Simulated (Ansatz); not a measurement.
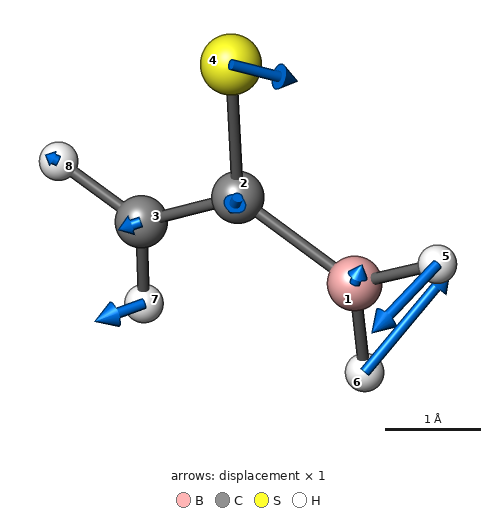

A relaxation of C₂H₄BS (charge −1). The starting structure is drawn; blue arrows show the displacements, at their true length. The two geometries are superimposed by the best rigid fit.

Style: ball-and-stick. Shown from a free direction.

The run prepares an end point of a later path (torsion) calculation, from a guessed geometry.

Level of theory: Ansatz, RKS BLYP-D4/def2-SVP. Settings: no spin polarisation; force threshold 0.015 eV/Å; at most 40 steps.

Which element moves most?

Answer. Hydrogen: up to 1.42 Å, against 0.84 Å for sulfur.

Describe the change and its energy.

Answer. The atom that moves furthest after the best rigid fit is H6 (1.42 Å). By element the largest moves are H 1.42 Å, S 0.84 Å, C 0.31 Å, B 0.25 Å. Some distances before and after: B1–S4 2.813 → 2.078 Å, B1–H5 1.177 → 1.234 Å, B1–H6 1.186 → 1.234 Å, C2–S4 1.743 → 1.788 Å. Among the angles between lasting bonds that change: B1–C2–S4 118.3° → 76.6°, B1–C2–C3 121.6° → 151.0°, C3–C2–S4 120.1° → 132.4°. Groups turn about B1–C2 by about 90°. After 14 accepted moves (15 points after the start) the energy has fallen by 24.8 kcal/mol. The largest force component goes from 0.87 to 0.011 eV/Å. The line search rejected the trial step at point 12 of the run.

Limits of the set-up: the basis has no diffuse functions, which an anion needs.
